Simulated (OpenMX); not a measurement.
```cif
data_structure
_symmetry_space_group_name_H-M 'P 1'
_symmetry_Int_Tables_number 1
_cell_length_a 5.2599
_cell_length_b 5.2600
_cell_length_c 5.2599
_cell_angle_alpha 90.009
_cell_angle_beta 90.010
_cell_angle_gamma 90.009
_cell_volume 145.53
loop_
_atom_site_label
_atom_site_type_symbol
_atom_site_fract_x
_atom_site_fract_y
_atom_site_fract_z
_atom_site_occupancy
Mo1 Mo 0.00000 0.00000 0.00000 1
Mo2 Mo 0.50000 0.50000 0.00000 1
Mo3 Mo 0.50000 0.00000 0.50000 1
Mo4 Mo 0.00000 0.50000 0.50000 1
Se1 Se 0.50000 0.00000 0.00000 1
Se2 Se 0.00000 0.50000 0.00000 1
Se3 Se 0.00000 0.00000 0.50000 1
Se4 Se 0.50000 0.50000 0.50000 1
```

Space group Fm-3m; a generated structure, not necessarily the stable one.

Level of theory: Kohn-Sham DFT of a periodic cell, PBE, OpenMX 2013 PBE set in OpenMX.

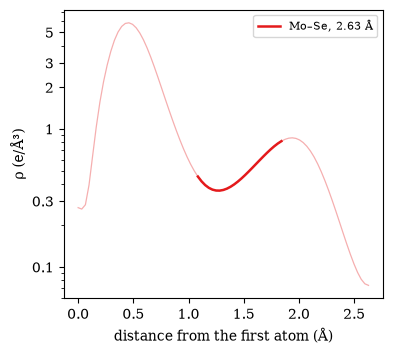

MoSe. Valence charge density (pseudo) along straight lines between neighbouring atoms. Thin, pale parts lie inside the atomic spheres.

In a pseudopotential calculation such maps are meaningful between the atoms, not at the nuclei.

### What can be read from the curves?

Mo–Se (2.63 Å): ρ at the midpoint is about 0.36 e/Å³.
